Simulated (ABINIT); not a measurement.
# Quasiparticle gap of BaIBr (Pnma) in ABINIT

Wanted: ground state, empty states, screening and self-energy for BaIBr (Pnma).

Calculated with ABINIT 10.8.3; PBEsol and many-body steps on it, plane waves.

**1. The starting structure**

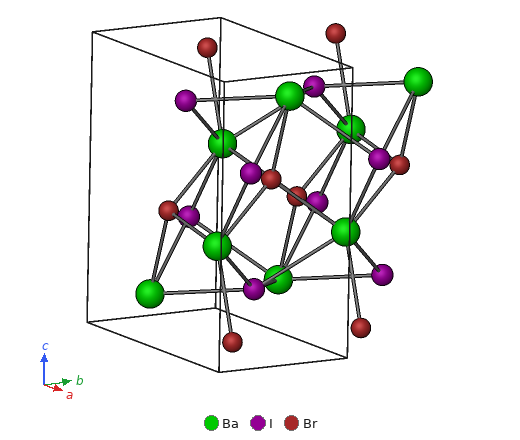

The starting structure, seen slightly off an axis (barium green, iodine purple, bromine red). 1×2×1 cells are drawn.

The cell and positions are those that the Materials Project relaxed with its own functionals (PBE, PBE+U or r2SCAN), kept fixed. Spin-orbit coupling is left out unless a step names it.

**2. Ground state**

This step: ABINIT 10.8.3; DFT, PBEsol, plane waves, norm-conserving pseudopotentials.

The ground-state density comes first.

File run.abi:

```
acell 3*1.0 Angstrom
rprim 
  8.814460390000 0.000000000000 0.000000000000
  0.000000000000 5.124291030000 0.000000000000
  0.000000000000 0.000000000000 10.191678390000
ntypat 3
znucl 56 53 35
natom 12
typat 1 1 1 1 2 2 2 2 3 3 3 3
xred 
  0.728824540000 0.250000000000 0.375137030000
  0.271175460000 0.750000000000 0.624862970000
  0.771175460000 0.750000000000 0.875137030000
  0.228824540000 0.250000000000 0.124862970000
  0.471610560000 0.250000000000 0.831776550000
  0.528389440000 0.750000000000 0.168223450000
  0.028389440000 0.750000000000 0.331776550000
  0.971610560000 0.250000000000 0.668223450000
  0.856471900000 0.250000000000 0.066685850000
  0.143528100000 0.750000000000 0.933314150000
  0.643528100000 0.750000000000 0.566685850000
  0.356471900000 0.250000000000 0.433314150000
pp_dirpath "pseudos"
pseudos "Ba.upf, I.upf, Br.upf"
ecut 31
ngkpt 2 4 2
nshiftk 1
shiftk 0 0 0
kptopt 1
chksymbreak 0
nband 58
occopt 1
tolvrs 1e-08
nstep 60
prtwf 0
optforces 0
optstress 0
indata_prefix "in"
outdata_prefix "out"
tmpdata_prefix "tmp"
```

Launch:

```bash
$ OMP_NUM_THREADS=1 mpirun -n 8 abinit run.abi > log
```

Numbers of over 12 decimals in the logs are rounded to 6 here.

The log of the run:

```text
.Version 10.8.3 of ABINIT. v10.8.2 released Aug 2026.

 Symmetries : space group Pn m a (# 62); Bravais oP (primitive ortho.)
================================================================================
 Values of the parameters that define the memory need of the present run
     intxc =       0    ionmov =       0      iscf =       7    lmnmax =       6
     lnmax =       6     mgfft =     100  mpssoang =       3    mqgrid =    4828
     natom =      12  nloc_mem =       1    nspden =       1   nspinor =       1
    nsppol =       1      nsym =       8    n1xccc =    2501    ntypat =       3
    occopt =       1   xclevel =       2
-    mband =          58        mffmem =           1         mkmem =           2
       mpw =       25636          nfft =      450000          nkpt =          12
================================================================================
  Rough estimation (10% accuracy) of disk space for files :
================================================================================

--------------------------------------------------------------------------------
------------- Echo of variables that govern the present computation ------------
--------------------------------------------------------------------------------
 -outvars: echo values of preprocessed input variables --------
            acell      1.8897261259E+00  1.8897261259E+00  1.8897261259E+00 Bohr

      chksymbreak           0
             ecut      3.10000000E+01 Hartree
-          fftalg         312

              ixc     -116133
              kpt      0.00000000E+00  0.00000000E+00  0.00000000E+00
                       5.00000000E-01  0.00000000E+00  0.00000000E+00
                       0.00000000E+00  2.50000000E-01  0.00000000E+00
                       5.00000000E-01  2.50000000E-01  0.00000000E+00
                       0.00000000E+00  5.00000000E-01  0.00000000E+00
                       5.00000000E-01  5.00000000E-01  0.00000000E+00
                       0.00000000E+00  0.00000000E+00  5.00000000E-01
                       5.00000000E-01  0.00000000E+00  5.00000000E-01
                       0.00000000E+00  2.50000000E-01  5.00000000E-01
                       5.00000000E-01  2.50000000E-01  5.00000000E-01
                       0.00000000E+00  5.00000000E-01  5.00000000E-01
[...]
kptrlatt        2    0    0      0    4    0      0    0    2
          kptrlen      3.33138322E+01
P           mkmem           2
            natom          12
            nband          58
            ngfft          90      50     100
             nkpt          12
            nstep          60
             nsym           8
           ntypat           3
              occ      2.000000  2.000000  2.000000  2.000000  2.000000  2.000000
                       2.000000  2.000000  2.000000  2.000000  2.000000  2.000000
                       2.000000  2.000000  2.000000  2.000000  2.000000  2.000000
                       2.000000  2.000000  2.000000  2.000000  2.000000  2.000000
                       2.000000  2.000000  2.000000  2.000000  2.000000  2.000000
                       2.000000  2.000000  2.000000  2.000000  2.000000  2.000000
                       2.000000  2.000000  2.000000  2.000000  2.000000  2.000000
                       2.000000  2.000000  2.000000  2.000000  2.000000  2.000000
                       0.000000  0.000000  0.000000  0.000000  0.000000  0.000000
                       0.000000  0.000000  0.000000  0.000000
        optforces           0
        optstress           0
            prtwf           0
            rprim      8.8144603900E+00  0.0000000000E+00  0.0000000000E+00
[...]
spgroup          62

           tolvrs      1.00000000E-08

             xred      7.2882454000E-01  2.5000000000E-01  3.7513703000E-01
[...]
znucl       56.00000   53.00000   35.00000

================================================================================

 chkinp: Checking input parameters for consistency.

================================================================================
== DATASET  1 ==================================================================
-   mpi_nproc: 8, omp_nthreads: 1 (-1 if OMP is not activated)
-    --> not optimal distribution: autoparal keyword recommended in input file <--

--- !DatasetInfo
iteration_state: {dtset: 1, }
dimensions: {natom: 12, nkpt: 12, mband: 58, nsppol: 1, nspinor: 1, nspden: 1, mpw: 25636, }
cutoff_energies: {ecut:  31.0, pawecutdg:  -1.0, }
electrons: {nelect:   9.60000000E+01, charge:   0.00000000E+00, occopt:   1.00000000E+00, tsmear:   1.00000000E-02, }

 Real(R)+Recip(G) space primitive vectors, cartesian coordinates (Bohr,Bohr^-1):
 R(1)= 16.6569161  0.0000000  0.0000000  G(1)=  0.0600351  0.0000000  0.0000000
 R(2)=  0.0000000  9.6835066  0.0000000  G(2)=  0.0000000  0.1032684  0.0000000
 R(3)=  0.0000000  0.0000000 19.2594809  G(3)=  0.0000000  0.0000000  0.0519225
 Unit cell volume ucvol=  3.1065034E+03 bohr^3
 Angles (23,13,12)=  9.00000000E+01  9.00000000E+01  9.00000000E+01 degrees

 getcut: wavevector=  0.0000  0.0000  0.0000  ngfft=  90  50 100
         ecut(hartree)=     31.000   => boxcut(ratio)=   2.06011

--- Pseudopotential description ------------------------------------------------
[...]
nproj     2     2     2
  pspatm : epsatm=   10.94932683
         --- l  ekb(1:nproj) -->
[...]
pspatm: atomic psp has been read  and splines computed

   2.12989028E+04                                ecore*ucvol(ha*bohr**3)
--------------------------------------------------------------------------------

_setup2: Arith. and geom. avg. npw (full set) are   25612.188   25612.173

================================================================================

--- !BeginCycle
iteration_state: {dtset: 1, }
solver: {iscf: 7, nstep: 60, nline: 4, wfoptalg: 0, }
tolerances: {tolvrs: 1.00E-08, }

     iter   Etot(hartree)      deltaE(h)  residm     vres2
 ETOT  1  -227.86488481828    -2.279E+02 2.259E-02 1.773E+02
 ETOT  2  -227.94367988546    -7.880E-02 3.634E-03 1.320E+01
 ETOT  3  -227.94474646810    -1.067E-03 1.667E-03 4.899E+00
 ETOT  4  -227.94492771705    -1.812E-04 1.225E-03 5.710E-01
 ETOT  5  -227.94494824254    -2.053E-05 1.028E-03 4.421E-02
 ETOT  6  -227.94494985666    -1.614E-06 5.525E-04 1.939E-03
 ETOT  7  -227.94494994523    -8.857E-08 7.211E-04 4.598E-05
 ETOT  8  -227.94494994767    -2.444E-09 4.820E-04 6.880E-06
 ETOT  9  -227.94494994800    -3.266E-10 3.284E-04 2.433E-07
 ETOT 10  -227.94494994801    -1.131E-11 4.075E-04 1.842E-08
 ETOT 11  -227.94494994802    -9.749E-12 2.112E-04 1.278E-09

 At SCF step   11       vres2   =  1.28E-09 < tolvrs=  1.00E-08 =>converged.

--- !ResultsGS
iteration_state: {dtset: 1, }
comment   : Summary of ground state results
lattice_vectors:
- [ 16.6569161,   0.0000000,   0.0000000, ]
- [  0.0000000,   9.6835066,   0.0000000, ]
- [  0.0000000,   0.0000000,  19.2594809, ]
lattice_lengths: [  16.65692,    9.68351,   19.25948, ]
lattice_angles: [ 90.000,  90.000,  90.000, ] # degrees, (23, 13, 12)
lattice_volume:   3.1065034E+03
convergence: {deltae: -9.749E-12, res2:  1.278E-09, residm:  2.112E-04, diffor:  0.000E+00, }
etotal    :  -2.27944950E+02
entropy   :   0.00000000E+00
fermie    :   8.46262119E-02
cartesian_stress_tensor: null
pressure_GPa: null
xred      :
- [  7.2882E-01,   2.5000E-01,   3.7514E-01, Ba]
- [  2.7118E-01,   7.5000E-01,   6.2486E-01, Ba]
- [  7.7118E-01,   7.5000E-01,   8.7514E-01, Ba]
- [  2.2882E-01,   2.5000E-01,   1.2486E-01, Ba]
- [  4.7161E-01,   2.5000E-01,   8.3178E-01,  I]
- [  5.2839E-01,   7.5000E-01,   1.6822E-01,  I]
- [  2.8389E-02,   7.5000E-01,   3.3178E-01,  I]
- [  9.7161E-01,   2.5000E-01,   6.6822E-01,  I]
- [  8.5647E-01,   2.5000E-01,   6.6686E-02, Br]
- [  1.4353E-01,   7.5000E-01,   9.3331E-01, Br]
- [  6.4353E-01,   7.5000E-01,   5.6669E-01, Br]
- [  3.5647E-01,   2.5000E-01,   4.3331E-01, Br]
cartesian_forces: null
force_length_stats: {min: null, max: null, mean: null, }

 Integrated electronic density in atomic spheres:
 ------------------------------------------------
 Atom  Sphere_radius  Integrated_density
[...]
================================================================================

 ----iterations are completed or convergence reached----

 Mean square residual over all n,k,spin=   13.229E-07; max=  21.117E-05
 reduced coordinates (array xred) for   12 atoms
[...]
0.971610560000      0.250000000000      0.668223450000
       0.856471900000      0.250000000000      0.066685850000
       0.143528100000      0.750000000000      0.933314150000
       0.643528100000      0.750000000000      0.566685850000
       0.356471900000      0.250000000000      0.433314150000
 rms dE/dt=  0.0000E+00; max dE/dt=  0.0000E+00; dE/dt below (all hartree)
    1       0.000000000000      0.000000000000      0.000000000000
    2       0.000000000000      0.000000000000      0.000000000000
    3       0.000000000000      0.000000000000      0.000000000000
    4       0.000000000000      0.000000000000      0.000000000000
    5       0.000000000000      0.000000000000      0.000000000000
    6       0.000000000000      0.000000000000      0.000000000000
    7       0.000000000000      0.000000000000      0.000000000000
    8       0.000000000000      0.000000000000      0.000000000000
    9       0.000000000000      0.000000000000      0.000000000000
[...]
cartesian coordinates (angstrom) at end:
[...]
8      8.564223     1.281073     6.810318
    9      7.549338     1.281073     0.679641
   10      1.265123     3.843218     9.512038
   11      5.672353     3.843218     5.775480
   12      3.142107     1.281073     4.416198
 length scales=  1.889726125908  1.889726125908  1.889726125908 bohr
              =  1.000000000000  1.000000000000  1.000000000000 angstroms
 prteigrs : about to open file out_EIG
 Fermi (or HOMO) energy (hartree) =   0.08463   Average Vxc (hartree)=  -0.31838
 Eigenvalues (hartree) for nkpt=  12  k points:
 kpt#   1, nband= 58, wtk=  0.06250, kpt=  0.0000  0.0000  0.0000 (reduced coord)
  -0.89017   -0.89000   -0.88997   -0.88995   -0.42044   -0.41227   -0.41029   -0.40500
  -0.35720   -0.34740   -0.34572   -0.34489   -0.34468   -0.34385   -0.34363   -0.34361
  -0.34358   -0.34353   -0.34174   -0.32968   -0.31471   -0.30771   -0.30742   -0.30296
  -0.00585   -0.00004    0.00030    0.00170    0.01079    0.01125    0.01499    0.01651
   0.01994    0.02030    0.03041    0.03200    0.03876    0.04090    0.04469    0.05293
   0.05310    0.05602    0.05903    0.06563    0.07326    0.07791    0.07994    0.08463
   0.21044    0.23104    0.23251    0.23785    0.24570    0.24997    0.26077    0.26363
   0.26384    0.27299
 prteigrs : prtvol=0 or 1, do not print more k-points.

--- !EnergyTerms
iteration_state     : {dtset: 1, }
comment             : Components of total free energy in Hartree
kinetic             :  5.60391116948660E+01
hartree             :  2.66856299737033E+01
xc                  : -6.30385181548212E+01
Ewald energy        : -1.73970716318333E+02
psp_core            :  6.85623036909702E+00
local_psp           : -1.11133719577935E+02
non_local_psp       :  3.06170320654048E+01
total_energy        : -2.27944949948018E+02
total_energy_eV     : -6.20269807585632E+03
band_energy         : -1.94449263689930E+01

== END DATASET(S) ==============================================================
================================================================================

 -outvars: echo values of variables after computation  --------
           etotal     -2.2794494995E+02
            nband          58
             nkpt          12
          spgroup          62
 [... the other variables as echoed above ...]

 Calculation completed.
```

The job ended after 3 min (8 MPI ranks of Arm Neoverse V2, shared host; peak memory 1.6 GiB; 24 min of CPU time).

This step gave:

```
total energy               : -6202.6981 eV
gap                        : 3.423 eV
k of the valence top       : 0, 0, 0
k of the conduction bottom : 0, 0, 0
least direct gap           : 3.423 eV
```

The gap is direct, at Γ.

**3. Empty states on the mesh, 2×2×1 mesh, 325 bands**

The sums over transitions need many empty states on a uniform mesh; this step solves for them.

run.abi, as its differences from that of step 2:

```diff
@@ -25,3 +25,3 @@
 ecut 31
-ngkpt 2 4 2
+ngkpt 2 2 1
 nshiftk 1
@@ -30,9 +30,10 @@
 chksymbreak 0
-nband 58
-occopt 1
-tolvrs 1e-08
+iscf -2
+irdden 1
+istwfk *1
+nband 325
+nbdbuf 28
+tolwfr 1e-09
 nstep 60
-prtwf 0
-optforces 0
-optstress 0
+prtvol 0
 indata_prefix "in"
```

Launch:

```bash
$ OMP_NUM_THREADS=2 mpirun -n 4 abinit run.abi > log
```

The log of the run:

```text
.Version 10.8.3 of ABINIT. v10.8.2 released Aug 2026.

 Symmetries : space group Pn m a (# 62); Bravais oP (primitive ortho.)
[... echo of the input left out ...]
== DATASET  1 ==================================================================
-   mpi_nproc: 4, omp_nthreads: 2 (-1 if OMP is not activated)

--- !DatasetInfo
iteration_state: {dtset: 1, }
dimensions: {natom: 12, nkpt: 4, mband: 325, nsppol: 1, nspinor: 1, nspden: 1, mpw: 25646, }
cutoff_energies: {ecut:  31.0, pawecutdg:  -1.0, }
electrons: {nelect:   9.60000000E+01, charge:   0.00000000E+00, occopt:   1.00000000E+00, tsmear:   1.00000000E-02, }

 Real(R)+Recip(G) space primitive vectors, cartesian coordinates (Bohr,Bohr^-1):
 R(1)= 16.6569161  0.0000000  0.0000000  G(1)=  0.0600351  0.0000000  0.0000000
 R(2)=  0.0000000  9.6835066  0.0000000  G(2)=  0.0000000  0.1032684  0.0000000
 R(3)=  0.0000000  0.0000000 19.2594809  G(3)=  0.0000000  0.0000000  0.0519225
 Unit cell volume ucvol=  3.1065034E+03 bohr^3
 Angles (23,13,12)=  9.00000000E+01  9.00000000E+01  9.00000000E+01 degrees

 getcut: wavevector=  0.0000  0.0000  0.0000  ngfft=  90  50 100
         ecut(hartree)=     31.000   => boxcut(ratio)=   2.06011

--- Pseudopotential description ------------------------------------------------
- Ba Generated using ONCVPSP code by D. R. Hamann
- 56.00000  10.00000  180301                  znucl, zion, pspdat
12 -116133 2 -1 1936                          pspcod,pspxc,lmax,lloc,mmax
     nproj     2     2     2
  pspatm : epsatm=   26.37418133
         --- l  ekb(1:nproj) -->
             0    6.652372    0.677024
             1    5.027722    0.408462
             2    2.543237    0.416854
 pspatm: atomic psp has been read  and splines computed

- I Generated using ONCVPSP code by D. R. Hamann
- 53.00000   7.00000  180301                  znucl, zion, pspdat
12 -116133 2 -1 1182                          pspcod,pspxc,lmax,lloc,mmax
     nproj     2     2     2
  pspatm : epsatm=   18.14238455
         --- l  ekb(1:nproj) -->
[...]
pspatm: atomic psp has been read  and splines computed

- Br Generated using ONCVPSP code by D. R. Hamann
- 35.00000   7.00000  180301                  znucl, zion, pspdat
12 -116133 2 -1 1098                          pspcod,pspxc,lmax,lloc,mmax
     nproj     2     2     2
  pspatm : epsatm=   10.94932683
         --- l  ekb(1:nproj) -->
[...]
pspatm: atomic psp has been read  and splines computed

--------------------------------------------------------------------------------

================================================================================
 prteigrs : about to open file out_EIG
 Non-SCF case, kpt    1 (  0.00000  0.00000  0.00000), residuals and eigenvalues=
  9.34E-11  1.28E-10  1.03E-10  8.33E-11  2.77E-10  3.05E-10  2.49E-10  3.36E-10
  5.43E-10  4.28E-10  5.71E-10  8.02E-10  8.82E-10  3.40E-10  3.83E-10  9.00E-10
[...]
-3.4468E-01 -3.4385E-01 -3.4363E-01 -3.4361E-01 -3.4358E-01 -3.4353E-01
[...]
1.4105E+00  1.4161E+00  1.4191E+00  1.4198E+00  1.4216E+00  1.4217E+00
  1.4264E+00  1.4328E+00  1.4341E+00  1.4379E+00  1.4451E+00  1.4503E+00
  1.4602E+00
 prteigrs : prtvol=0 or 1, do not print more k-points.

--- !ResultsGS
iteration_state: {dtset: 1, }
comment   : Summary of ground state results
lattice_vectors:
- [ 16.6569161,   0.0000000,   0.0000000, ]
- [  0.0000000,   9.6835066,   0.0000000, ]
- [  0.0000000,   0.0000000,  19.2594809, ]
lattice_lengths: [  16.65692,    9.68351,   19.25948, ]
lattice_angles: [ 90.000,  90.000,  90.000, ] # degrees, (23, 13, 12)
lattice_volume:   3.1065034E+03
convergence: {deltae:  0.000E+00, res2:  0.000E+00, residm:  9.977E-10, diffor:  0.000E+00, }
etotal    :  -2.27944950E+02
entropy   :   0.00000000E+00
fermie    :   8.46262119E-02
cartesian_stress_tensor: null
pressure_GPa: null
xred      :
- [  7.2882E-01,   2.5000E-01,   3.7514E-01, Ba]
- [  2.7118E-01,   7.5000E-01,   6.2486E-01, Ba]
- [  7.7118E-01,   7.5000E-01,   8.7514E-01, Ba]
- [  2.2882E-01,   2.5000E-01,   1.2486E-01, Ba]
- [  4.7161E-01,   2.5000E-01,   8.3178E-01,  I]
- [  5.2839E-01,   7.5000E-01,   1.6822E-01,  I]
- [  2.8389E-02,   7.5000E-01,   3.3178E-01,  I]
- [  9.7161E-01,   2.5000E-01,   6.6822E-01,  I]
- [  8.5647E-01,   2.5000E-01,   6.6686E-02, Br]
- [  1.4353E-01,   7.5000E-01,   9.3331E-01, Br]
- [  6.4353E-01,   7.5000E-01,   5.6669E-01, Br]
- [  3.5647E-01,   2.5000E-01,   4.3331E-01, Br]
cartesian_forces: null
force_length_stats: {min: null, max: null, mean: null, }

 Integrated electronic density in atomic spheres:
 ------------------------------------------------
 Atom  Sphere_radius  Integrated_density
[...]
================================================================================

 ----iterations are completed or convergence reached----

 Mean square residual over all n,k,spin=   48.335E-11; max=  99.770E-11
 reduced coordinates (array xred) for   12 atoms
[...]
0.643528100000      0.750000000000      0.566685850000
       0.356471900000      0.250000000000      0.433314150000

 cartesian coordinates (angstrom) at end:
    1      6.424195     1.281073     3.823276
    2      2.390265     3.843218     6.368402
    3      6.797496     3.843218     8.919115
[...]
11      5.672353     3.843218     5.775480
   12      3.142107     1.281073     4.416198
 length scales=  1.889726125908  1.889726125908  1.889726125908 bohr
              =  1.000000000000  1.000000000000  1.000000000000 angstroms
 prteigrs : about to open file out_EIG
 Eigenvalues (hartree) for nkpt=   4  k points:
 kpt#   1, nband=325, wtk=  0.25000, kpt=  0.0000  0.0000  0.0000 (reduced coord)
[...]
1.37853    1.38700    1.38732    1.38768    1.39307    1.40235    1.40415    1.40618
   1.41047    1.41607    1.41913    1.41975    1.42161    1.42171    1.42645    1.43281
   1.43412    1.43793    1.44510    1.45029    1.46023
 prteigrs : prtvol=0 or 1, do not print more k-points.

== END DATASET(S) ==============================================================
================================================================================

 -outvars: echo values of variables after computation  --------
            nband         325
             nkpt           4
          spgroup          62
 [... the other variables as echoed above ...]

 Calculation completed.
```

Wall time 6.3 min (4 MPI ranks); peak memory 1.3 GiB; 39 min of CPU time.

Numbers from this step:

```yaml
gap: 3.423 eV
k_of_the_valence_top: 0, 0, 0
k_of_the_conduction_bottom: 0, 0, 0
least_direct_gap: 3.423 eV
k_points_computed: 4
lowest_point_of_the_top_converged_band_above_the_valence_top: 34.26 eV
```

On this mesh the gap is 3.423 eV.

(Continued in part 2 of 2.)

[Paths, hosts, dates, memory and timing lines, banners, echoed tables and standing remarks are left out of the program output.]

[Logs are printed without paths, hosts, clocks, repeated set-up lines and the standing remarks that a program may print on its own settings, such as how far it seeks lower states.]

[Runs of the session that timed out or met a known fault of the program may be left out.]

[Hosts, paths, dates, database ids (printed as entryN), source tags and the programs' standing remarks are cut or masked in the printed files.]

[G0W0 gaps are taken among the corrected bands and points alone; a level outside them can change the order at an edge.]

[Where Ansatz stands beside ABINIT at settings called matched, ABINIT's density can come from a denser mesh and the files from another edition; pairs whose starting gaps differed by over 0.03 eV were left out, so agreement reads better than it is.]
